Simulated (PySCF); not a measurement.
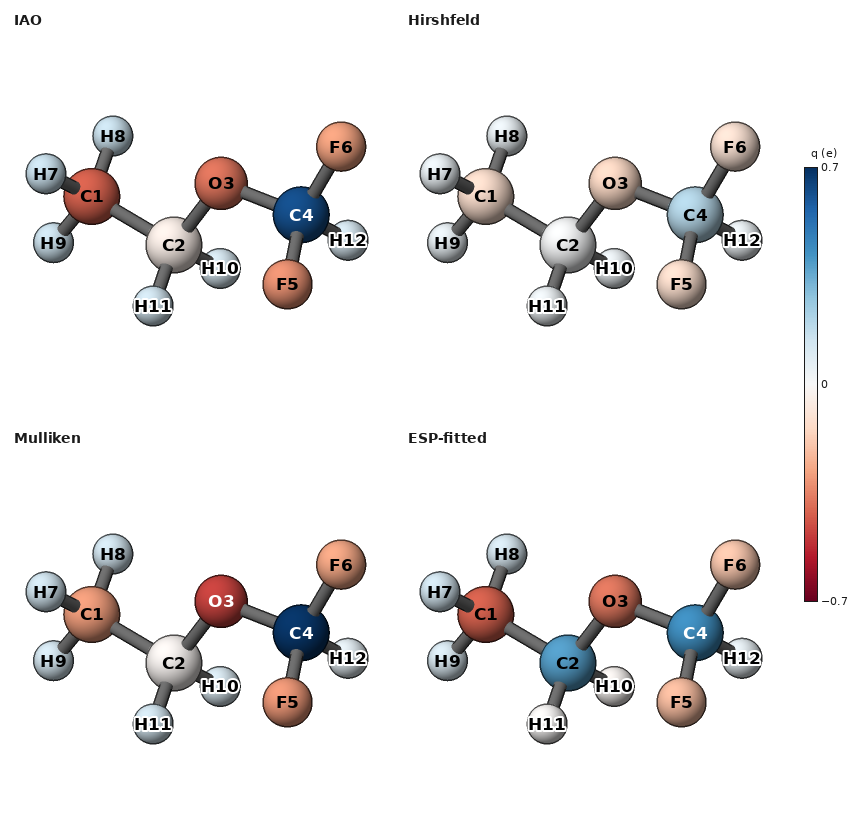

Atomic charges of one calculation by 4 schemes, on one colour scale. The geometry was computed by an optimisation with PBE0-D3(BJ)/def2-SVP. No frequency run is at hand to confirm it as a minimum. Level of theory: PBE0/pcSseg-1 (PySCF 2.14.0).

**On which atom do the schemes disagree most?**

On C4 (from 0.20 to 0.68 e).

List the charges (e), one line for each set of equivalent atoms.

```
atom    IAO  Hirshfeld  Mulliken  ESP-fitted
  C1  −0.41      −0.11     −0.29       −0.42
  C2  −0.05       0.01     −0.02        0.38
  O3  −0.37      −0.14     −0.47       −0.37
  C4   0.62       0.20      0.68        0.43
  F5  −0.32      −0.12     −0.30       −0.22
  F6  −0.28      −0.10     −0.27       −0.19
  H7   0.15       0.05      0.13        0.13
  H8   0.15       0.05      0.13        0.11
  H9   0.15       0.05      0.12        0.11
 H10   0.12       0.04      0.11       −0.02
 H11   0.14       0.04      0.13       −0.01
 H12   0.12       0.04      0.07        0.06
```
